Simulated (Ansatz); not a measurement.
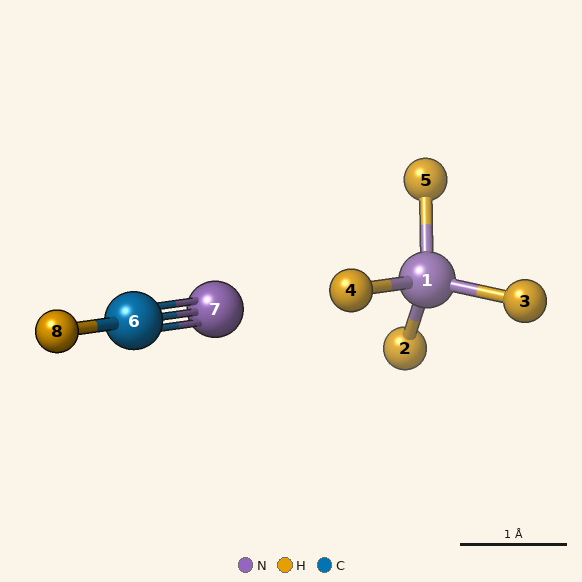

Figure made from data computed with Ansatz.

Orthographic view. Depth is shown by fading: the farther an atom, the more it takes the colour of the background. The species has charge +1 and is a spin singlet. Geometry: a pair of rigid molecules at a changed separation.

List the bonded neighbours of every atom.

N1: H2, H3, H4, H5
H2: N1
H3: N1
H4: N1
H5: N1
C6: N7, H8
N7: C6
H8: C6
